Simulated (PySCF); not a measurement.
Se(Cl)(SeH), SMILES Cl[Se][SeH], PBE0/def2-SVP optimised geometry. Atoms within 1.6 Å of the plane z = 0.0 Å (x, y, z in Å): Se1 (-0.82, -1.11, 0.00), Cl2 (1.39, -1.11, 0.00), Se3 (-1.39, 1.11, 0.00), H4 (-1.37, 1.31, -1.46).

Computed with PBE0/def2-TZVP run with PySCF. Cells within 0.4 Å of a nucleus heavier than hydrogen are left out (blank, or x).

Map of the log10 of the electron density (e/bohr³), floored at −4 on the plane z = 0.0 Å:

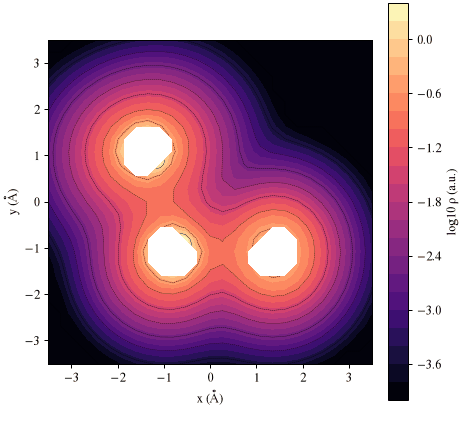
Figure. Log10 of the electron density (e/bohr³), floored at −4 on the plane z = 0.0 Å.
